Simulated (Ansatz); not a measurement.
System: AlH2N···SiH4.

```xyz
9

Al   -1.5533    0.8327   -0.1320
Si    1.4961   -0.7759    0.6104
N    -2.1438    1.0728   -1.6352
H     0.4258   -0.2156   -0.3025
H    -1.4753    0.8598    1.4343
H     0.8604   -1.8187    1.4652
H     2.5695   -1.3559   -0.2452
H     2.0163    0.3441    1.4448
H    -2.1958    1.0565   -2.6397
```

Theory: Ansatz 0.2.0, RKS PBE0/def2-SVP.

What will maps of the electron density and electron localisation function show?

Al1···H4 (2.25 Å): the density falls to about 0.12 e/Å³ on the way; the ELF climbs to about 1 towards the hydrogen.
Al–N (1.63 Å): the density is about 0.96 e/Å³ at the midpoint; the ELF peaks at about 0.80 in the valence shell of N, 0.6 Å from its nucleus, and is about 0.35 at the midpoint.
N–H (1.01 Å): the density is about 2.8 e/Å³ at the midpoint; the ELF climbs to about 1 towards the hydrogen (an ordinary covalent bond to hydrogen).
Si–H (1.49 Å): ρ is about 0.77 e/Å³ halfway; the ELF climbs to about 1 towards the hydrogen.

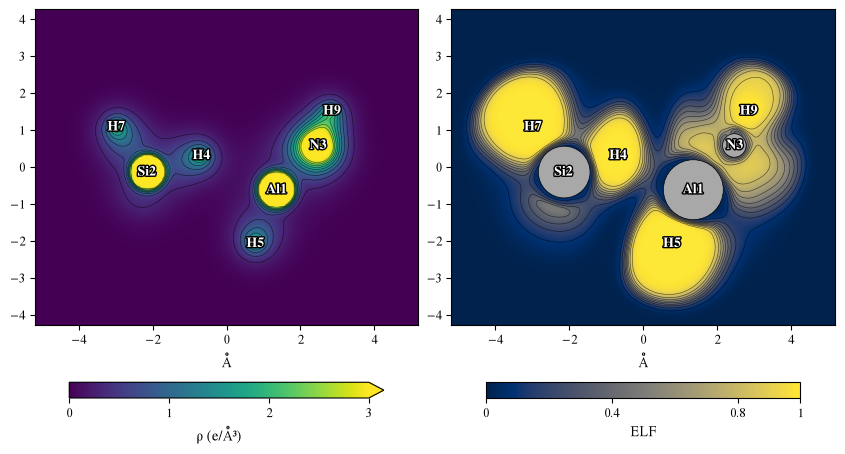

Computed electron density and electron localisation function on the plane of atoms H4, Si2 and H7, in this order. Grey discs cover the atomic cores in the ELF map. 
